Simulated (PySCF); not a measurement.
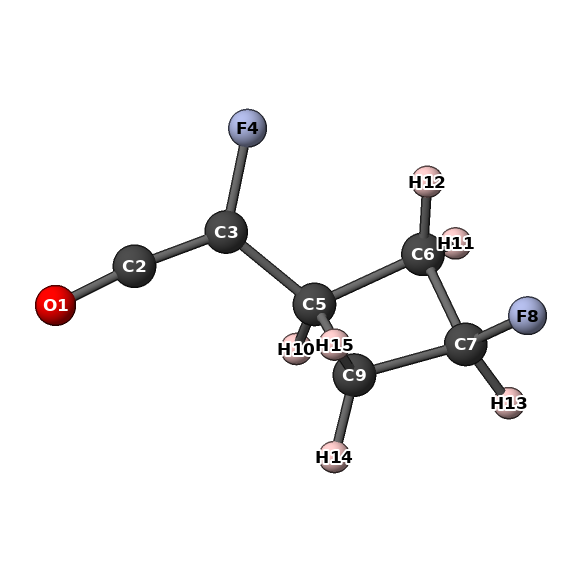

The questions are on isotropic NMR shieldings of the F atoms. Geometry: an image of a reaction path computed with GFN2-xTB, not a minimum. Properties computed with GIAO PBE0/pcSseg-1 NMR shielding, non-relativistic, gas phase (PySCF 2.14.0).

List the isotropic NMR shieldings of the F atoms.

```csv
atom,σ (ppm)
F4,493.8
F8,350.0
```
